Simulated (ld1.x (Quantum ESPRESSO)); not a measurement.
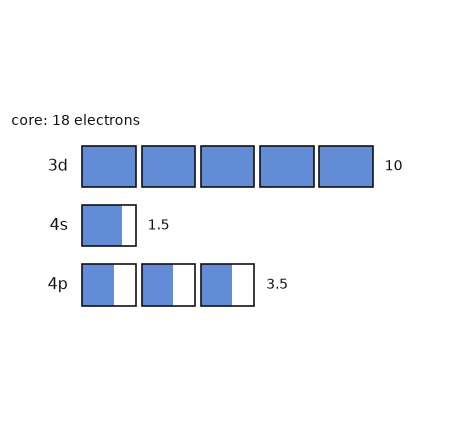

*The valence shells of the reference configuration: a box for each of the 2l + 1 orbitals, shaded by the share of the shell that is filled, with the electron count at the right.*

## Run report: As, pseudopotential generation (part 1 of 2)

Arsenic (As, Z = 33), core [Ar], reference valence 3d10 4s1.5 4p3.5, valence charge 15. Computed at this level: TM potential, PBE, scalar-relativistic, made with ld1.x (Quantum ESPRESSO) 7.5.

### Output
```
     Program LD1 v.7.5
     --------------------------- All-electron run ----------------------------

     As
     scalar relativistic calculation

     atomic number is 33.00
     dft =PBE   lsd =0 sic =0 latt =0  beta=0.20 tr2=1.0E-14
     Exchange-correlation= PBE
                           (   1   4   3   4   0   0   0)
     mesh =1209 r(mesh) =  99.83237 a.u. xmin = -7.00 dx = 0.01250
     1 Ry =  13.60569312 eV, c = 137.03599908

     n l     nl                  e(Ry)          e(Ha)          e(eV)
     1 0     1S 1( 2.00)      -861.4339      -430.7169    -11720.4047
     2 0     2S 1( 2.00)      -109.3370       -54.6685     -1487.6054
     2 1     2P 1( 6.00)       -95.8788       -47.9394     -1304.4970
     3 0     3S 1( 2.00)       -14.0507        -7.0253      -191.1689
     3 1     3P 1( 6.00)        -9.8883        -4.9442      -134.5373
     3 2     3D 1(10.00)        -3.0490        -1.5245       -41.4840
     4 0     4S 1( 1.50)        -1.0982        -0.5491       -14.9421
     4 1     4P 1( 3.50)        -0.4059        -0.2030        -5.5231

     final scf error:  6.9E-15 reached in  36 iterations

     Etot =   -4521.272907 Ry,   -2260.636453 Ha,  -61515.051693 eV

     Ekin =    4608.312096 Ry,    2304.156048 Ha,   62699.280188 eV
     Encl =  -10896.190129 Ry,   -5448.095065 Ha, -148250.219109 eV
     Eh   =    1933.761956 Ry,     966.880978 Ha,   26310.171743 eV
     Exc  =    -167.156829 Ry,     -83.578414 Ha,   -2274.284515 eV

     normalization and overlap integrals

     s(1S/1S) =  1.000000  <r> =   0.0455  <r2> =    0.0028  r(max) =   0.0296
     s(2S/2S) =  1.000000  <r> =   0.2028  <r2> =    0.0485  r(max) =   0.1701
     s(2P/2P) =  1.000000  <r> =   0.1772  <r2> =    0.0385  r(max) =   0.1358
     s(3S/3S) =  1.000000  <r> =   0.5982  <r2> =    0.4124  r(max) =   0.5239
     s(3P/3P) =  1.000000  <r> =   0.6171  <r2> =    0.4475  r(max) =   0.5239
     s(3D/3D) =  1.000000  <r> =   0.6775  <r2> =    0.5805  r(max) =   0.4740
     s(4S/4S) =  1.000000  <r> =   1.9278  <r2> =    4.2816  r(max) =   1.6136
     s(4P/4P) =  1.000000  <r> =   2.5175  <r2> =    7.5159  r(max) =   1.9709

     ------------------------ End of All-electron run ------------------------

     --------------------- Generating NC pseudopotential ---------------------

      Generating local potential from pseudized AE potential:
      Matching radius rcloc =   1.5000

      Local pseudo, rcloc= 1.497 Estimated cut-off energy=    10.87 Ry

      Computing core charge for nlcc:

       r > 0.80 : true rho core
       r < 0.80 : rho core = a sin(br)/r    a=  18.06  b=   3.23

      Integrated core pseudo-charge :   6.29

      Wfc   4S  rcut= 1.654  Using Troullier-Martins method

      Wfc   4P  rcut= 1.828  Using Troullier-Martins method

      Wfc   3D  rcut= 1.055  Using Troullier-Martins method

     ------------------- End of pseudopotential generation -------------------

     --------------------------- All-electron run ----------------------------

     As
     scalar relativistic calculation

     atomic number is 33.00
     dft =PBE   lsd =0 sic =0 latt =0  beta=0.20 tr2=1.0E-14
     Exchange-correlation= PBE
                           (   1   4   3   4   0   0   0)
     mesh =1209 r(mesh) =  99.83237 a.u. xmin = -7.00 dx = 0.01250
     1 Ry =  13.60569312 eV, c = 137.03599908

     n l     nl                  e(Ry)          e(Ha)          e(eV)
     1 0     1S 1( 2.00)      -861.4339      -430.7169    -11720.4047
     2 0     2S 1( 2.00)      -109.3370       -54.6685     -1487.6054
     2 1     2P 1( 6.00)       -95.8788       -47.9394     -1304.4970
     3 0     3S 1( 2.00)       -14.0507        -7.0253      -191.1689
     3 1     3P 1( 6.00)        -9.8883        -4.9442      -134.5373
     3 2     3D 1(10.00)        -3.0490        -1.5245       -41.4840
     4 0     4S 1( 1.50)        -1.0982        -0.5491       -14.9421
     4 1     4P 1( 3.50)        -0.4059        -0.2030        -5.5231

     final scf error:  6.9E-15 reached in  36 iterations

     Etot =   -4521.272907 Ry,   -2260.636453 Ha,  -61515.051693 eV

     Ekin =    4608.312096 Ry,    2304.156048 Ha,   62699.280188 eV
     Encl =  -10896.190129 Ry,   -5448.095065 Ha, -148250.219109 eV
     Eh   =    1933.761956 Ry,     966.880978 Ha,   26310.171743 eV
     Exc  =    -167.156829 Ry,     -83.578414 Ha,   -2274.284515 eV

     normalization and overlap integrals

     s(1S/1S) =  1.000000  <r> =   0.0455  <r2> =    0.0028  r(max) =   0.0296
     s(2S/2S) =  1.000000  <r> =   0.2028  <r2> =    0.0485  r(max) =   0.1701
     s(2P/2P) =  1.000000  <r> =   0.1772  <r2> =    0.0385  r(max) =   0.1358
     s(3S/3S) =  1.000000  <r> =   0.5982  <r2> =    0.4124  r(max) =   0.5239
     s(3P/3P) =  1.000000  <r> =   0.6171  <r2> =    0.4475  r(max) =   0.5239
     s(3D/3D) =  1.000000  <r> =   0.6775  <r2> =    0.5805  r(max) =   0.4740
     s(4S/4S) =  1.000000  <r> =   1.9278  <r2> =    4.2816  r(max) =   1.6136
     s(4P/4P) =  1.000000  <r> =   2.5175  <r2> =    7.5159  r(max) =   1.9709

     ------------------------ End of All-electron run ------------------------

     Computing logarithmic derivative in   2.00825
     Computing logarithmic derivative in   2.00825
     Computing the partial wave expansion
     R is outside the sphere for l=    0 j= 0.00
     R is outside the sphere for l=    1 j= 0.00
     R is outside the sphere for l=    2 j= 0.00

     ---------------------- Testing the pseudopotential ----------------------

     As
     scalar relativistic calculation

     atomic number is 33.00   valence charge is 15.00
     dft =PBE   lsd =0 sic =0 latt =0  beta=0.20 tr2=1.0E-14
     mesh =1209 r(mesh) =  99.83237 xmin = -7.00 dx = 0.01250

     n l     nl             e AE (Ry)        e PS (Ry)    De AE-PS (Ry)
     3 2     3D   1(10.00)       -3.04902       -3.04905        0.00003
     1 0     4S   1( 1.50)       -1.09822       -1.09823        0.00001
     2 1     4P   1( 3.50)       -0.40594       -0.40594        0.00000

     eps = 9.3E-16  iter =  6

     Etot =   -4521.272907 Ry,   -2260.636453 Ha,  -61515.051693 eV
     Etotps =  -231.665893 Ry,    -115.832947 Ha,   -3151.975050 eV

     Ekin =     272.577964 Ry,     136.288982 Ha,    3708.612125 eV
     Encl =    -456.827828 Ry,    -228.413914 Ha,   -6215.459235 eV
     Ehrt =     190.482229 Ry,      95.241114 Ha,    2591.642747 eV
     Ecxc =     -44.966299 Ry,     -22.483149 Ha,    -611.797660 eV
     (Ecc =     -12.370541 Ry,      -6.185271 Ha,    -168.309790 eV)
     Epseu=    -192.931959 Ry,     -96.465979 Ha,   -2624.973027 eV

     ---------------------- End of pseudopotential test ----------------------
```

### Output of the test run (extracts)
```
     ---------------------- Testing the pseudopotential ----------------------

     As
     scalar relativistic calculation

     atomic number is 33.00   valence charge is 15.00
     dft =PBE   lsd =0 sic =0 latt =0  beta=0.20 tr2=1.0E-14
     mesh =1209 r(mesh) =  99.83237 xmin = -7.00 dx = 0.01250

     n l     nl             e AE (Ry)        e PS (Ry)    De AE-PS (Ry)
     3 2     3D   1(10.00)       -3.04902       -3.04905        0.00003
     1 0     4S   1( 1.50)       -1.09822       -1.09823        0.00001
     2 1     4P   1( 3.50)       -0.40594       -0.40594        0.00000

     eps = 2.5E-15  iter =  6

     Etot =   -4521.272907 Ry,   -2260.636453 Ha,  -61515.051693 eV
     Etotps =  -231.665894 Ry,    -115.832947 Ha,   -3151.975057 eV

     Ekin =     272.577964 Ry,     136.288982 Ha,    3708.612127 eV
     Encl =    -456.827828 Ry,    -228.413914 Ha,   -6215.459232 eV
     Ehrt =     190.482228 Ry,      95.241114 Ha,    2591.642744 eV
     Ecxc =     -44.966299 Ry,     -22.483149 Ha,    -611.797660 eV
     (Ecc =     -12.370541 Ry,      -6.185271 Ha,    -168.309790 eV)
     Epseu=    -192.931960 Ry,     -96.465980 Ha,   -2624.973036 eV

     ---------------------- End of pseudopotential test ----------------------

     ---------------------- Testing the pseudopotential ----------------------

     As
     scalar relativistic calculation

     atomic number is 33.00   valence charge is 15.00
     dft =PBE   lsd =0 sic =0 latt =0  beta=0.20 tr2=1.0E-14
     mesh =1209 r(mesh) =  99.83237 xmin = -7.00 dx = 0.01250

     n l     nl             e AE (Ry)        e PS (Ry)    De AE-PS (Ry)
     3 2     3D   1(10.00)       -2.98741       -2.98761        0.00021
     1 0     4S   1( 2.00)       -1.06528       -1.06539        0.00011
     2 1     4P   1( 3.00)       -0.38182       -0.38195        0.00014

     eps = 8.3E-16  iter = 16

     Etot =   -4521.616832 Ry,   -2260.808416 Ha,  -61519.731037 eV
     Etotps =  -232.009844 Ry,    -116.004922 Ha,   -3156.654743 eV
     dEtot_ae =      -0.343925 Ry
     dEtot_ps =      -0.343951 Ry,   Delta E=       0.000025 Ry

     Ekin =     272.143882 Ry,     136.071941 Ha,    3702.706149 eV
     Encl =    -457.781859 Ry,    -228.890929 Ha,   -6228.439487 eV
     Ehrt =     191.246850 Ry,      95.623425 Ha,    2602.045954 eV
     Ecxc =     -45.020200 Ry,     -22.510100 Ha,    -612.531025 eV
     (Ecc =     -12.370541 Ry,      -6.185271 Ha,    -168.309790 eV)
     Epseu=    -192.598518 Ry,     -96.299259 Ha,   -2620.436334 eV

     ---------------------- End of pseudopotential test ----------------------

     ---------------------- Testing the pseudopotential ----------------------

     As
     scalar relativistic calculation

     atomic number is 33.00   valence charge is 15.00
     dft =PBE   lsd =0 sic =0 latt =0  beta=0.20 tr2=1.0E-14
     mesh =1209 r(mesh) =  99.83237 xmin = -7.00 dx = 0.01250

     n l     nl             e AE (Ry)        e PS (Ry)    De AE-PS (Ry)
     3 2     3D   1(10.00)       -3.70427       -3.69741       -0.00685  !
     1 0     4S   1( 2.00)       -1.71657       -1.71596       -0.00060
     2 1     4P   1( 2.00)       -0.98044       -0.98022       -0.00022

     eps = 2.0E-15  iter = 11

     Etot =   -4520.944389 Ry,   -2260.472195 Ha,  -61510.581986 eV
     Etotps =  -231.337313 Ry,    -115.668656 Ha,   -3147.504484 eV
     dEtot_ae =       0.328517 Ry
     dEtot_ps =       0.328581 Ry,   Delta E=      -0.000064 Ry

     Ekin =     271.801188 Ry,     135.900594 Ha,    3698.043557 eV
     Encl =    -447.111854 Ry,    -223.555927 Ha,   -6083.266673 eV
     Ehrt =     181.203454 Ry,      90.601727 Ha,    2465.398589 eV
     Ecxc =     -44.521832 Ry,     -22.260916 Ha,    -605.750390 eV
     (Ecc =     -12.370541 Ry,      -6.185271 Ha,    -168.309790 eV)
     Epseu=    -192.708269 Ry,     -96.354134 Ha,   -2621.929566 eV

     ---------------------- End of pseudopotential test ----------------------

     ---------------------- Testing the pseudopotential ----------------------

     As
     scalar relativistic calculation

     atomic number is 33.00   valence charge is 15.00
     dft =PBE   lsd =0 sic =0 latt =0  beta=0.20 tr2=1.0E-14
     mesh =1209 r(mesh) =  99.83237 xmin = -7.00 dx = 0.01250

     n l     nl             e AE (Ry)        e PS (Ry)    De AE-PS (Ry)
     3 2     3D   1(10.00)       -4.55237       -4.53352       -0.01886  !
     1 0     4S   1( 2.00)       -2.45831       -2.45669       -0.00162
     2 1     4P   1( 1.00)       -1.66610       -1.66533       -0.00078

     eps = 4.8E-15  iter = 11

     Etot =   -4519.627442 Ry,   -2259.813721 Ha,  -61492.664003 eV
     Etotps =  -230.020677 Ry,    -115.010339 Ha,   -3129.590744 eV
     dEtot_ae =       1.645465 Ry
     dEtot_ps =       1.645217 Ry,   Delta E=       0.000248 Ry

     Ekin =     271.337828 Ry,     135.668914 Ha,    3691.739215 eV
     Encl =    -434.514982 Ry,    -217.257491 Ha,   -5911.877500 eV
     Ehrt =     170.158333 Ry,      85.079167 Ha,    2315.122064 eV
     Ecxc =     -43.949846 Ry,     -21.974923 Ha,    -597.968114 eV
     (Ecc =     -12.370541 Ry,      -6.185271 Ha,    -168.309790 eV)
     Epseu=    -193.052010 Ry,     -96.526005 Ha,   -2626.606410 eV

     ---------------------- End of pseudopotential test ----------------------

     ---------------------- Testing the pseudopotential ----------------------

     As
     scalar relativistic calculation

     atomic number is 33.00   valence charge is 15.00
     dft =PBE   lsd =0 sic =0 latt =0  beta=0.20 tr2=1.0E-14
     mesh =1209 r(mesh) =  99.83237 xmin = -7.00 dx = 0.01250

     n l     nl             e AE (Ry)        e PS (Ry)    De AE-PS (Ry)
     3 2     3D   1(10.00)       -6.65894       -6.61137       -0.04758  !
     1 0     4S   1( 1.00)       -4.18762       -4.18834        0.00073
     2 1     4P   1( 0.00)       -3.27438       -3.27594        0.00156

     eps = 5.1E-18  iter =  9

     Etot =   -4513.868824 Ry,   -2256.934412 Ha,  -61414.314022 eV
     Etotps =  -224.263379 Ry,    -112.131689 Ha,   -3051.258712 eV
     dEtot_ae =       7.404082 Ry
     dEtot_ps =       7.402515 Ry,   Delta E=       0.001567 Ry

     Ekin =     271.457402 Ry,     135.728701 Ha,    3693.366101 eV
     Encl =    -403.026653 Ry,    -201.513327 Ha,   -5483.456963 eV
     Ehrt =     145.616490 Ry,      72.808245 Ha,    1981.213278 eV
     Ecxc =     -42.604898 Ry,     -21.302449 Ha,    -579.669167 eV
     (Ecc =     -12.370541 Ry,      -6.185271 Ha,    -168.309790 eV)
     Epseu=    -195.705719 Ry,     -97.852860 Ha,   -2662.711962 eV

     ---------------------- End of pseudopotential test ----------------------

     ---------------------- Testing the pseudopotential ----------------------

     As
     scalar relativistic calculation

     atomic number is 33.00   valence charge is 15.00
     dft =PBE   lsd =0 sic =0 latt =0  beta=0.20 tr2=1.0E-14
     mesh =1209 r(mesh) =  99.83237 xmin = -7.00 dx = 0.01250

     n l     nl             e AE (Ry)        e PS (Ry)    De AE-PS (Ry)
     3 2     3D   1(10.00)       -5.50623       -5.47118       -0.03505  !
     1 0     4S   1( 2.00)       -3.26556       -3.26349       -0.00207
     2 1     4P   1( 0.00)       -2.41608       -2.41530       -0.00078

     eps = 3.3E-15  iter =  9

     Etot =   -4517.591313 Ry,   -2258.795657 Ha,  -61464.961066 eV
     Etotps =  -227.985131 Ry,    -113.992565 Ha,   -3101.895728 eV
     dEtot_ae =       3.681593 Ry
     dEtot_ps =       3.680763 Ry,   Delta E=       0.000830 Ry

     Ekin =     270.807480 Ry,     135.403740 Ha,    3684.523464 eV
     Encl =    -420.351640 Ry,    -210.175820 Ha,   -5719.175415 eV
     Ehrt =     158.609411 Ry,      79.304706 Ha,    2157.990977 eV
     Ecxc =     -43.344912 Ry,     -21.672456 Ha,    -589.737574 eV
     (Ecc =     -12.370541 Ry,      -6.185271 Ha,    -168.309790 eV)
     Epseu=    -193.705470 Ry,     -96.852735 Ha,   -2635.497180 eV

     ---------------------- End of pseudopotential test ----------------------
```

(Continued in part 2.) Outcome of the run: generated, with a spurious state above the valence levels.
